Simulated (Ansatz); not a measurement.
Band structure of Ta₃Ge (Fm-3m, 4 atoms in the cell).

```
Ta3Ge
1.0
    0.00000     3.46996     3.46996
    3.46996     0.00000     3.46996
    3.46996     3.46996     0.00000
Ge Ta
1 3
Direct
  0.00000   0.00000   0.00000
  0.50000   0.50000   0.50000
  0.25000   0.25000   0.25000
  0.75000   0.75000   0.75000
```

Method: PBE (plane waves, PAW; Ansatz, an electronic-structure program).

Settings: basis.ecutwfc = 420 eV; kpoints.mp_grid.grid = 8 8 8; hamiltonian.xc = pbe; hamiltonian.pseudopotentials = {kind: paw} (the program's default PAW files); scf.occupations.method = cold; scf.occupations.width = 0.1 eV; kpoints.band_path.npoints = 16.

The starting cell was generated: these elements placed on a structure prototype, without a prior relaxation; it need not be a known phase or ordering of this composition. Spin-orbit coupling is off. Spin polarisation is off.

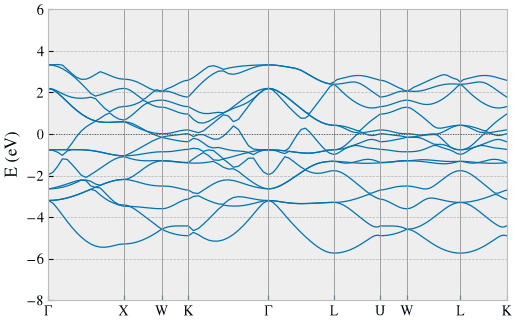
Figure. Bands along the path, energies from the Fermi level.

Levels in eV from the Fermi level, bands 24 to 31:
```json
[
 {"point": "Γ", "24": "-1.96", "25": "-0.76", "26": "-0.76", "27": "-0.76", "28": "2.20", "29": "2.20", "30": "2.20", "31": "3.33"},
 {"point": "X", "24": "-1.09", "25": "-1.05", "26": "-1.05", "27": "0.59", "28": "0.59", "29": "0.68", "30": "1.33", "31": "2.20"},
 {"point": "W", "24": "-1.29", "25": "-0.86", "26": "-0.16", "27": "-0.16", "28": "0.02", "29": "1.29", "30": "1.63", "31": "2.07"},
 {"point": "K", "24": "-1.37", "25": "-0.74", "26": "-0.37", "27": "0.01", "28": "0.20", "29": "0.96", "30": "1.32", "31": "1.78"},
 {"point": "L", "24": "-1.31", "25": "-0.98", "26": "-0.76", "27": "-0.76", "28": "0.42", "29": "0.42", "30": "2.40", "31": "2.40"},
 {"point": "U", "24": "-1.37", "25": "-0.74", "26": "-0.37", "27": "0.01", "28": "0.20", "29": "0.96", "30": "1.32", "31": "1.78"}
]
```

Bands cross the Fermi level along this path, so the cell is metallic at this level.

Keys are those of Ansatz 0.2.
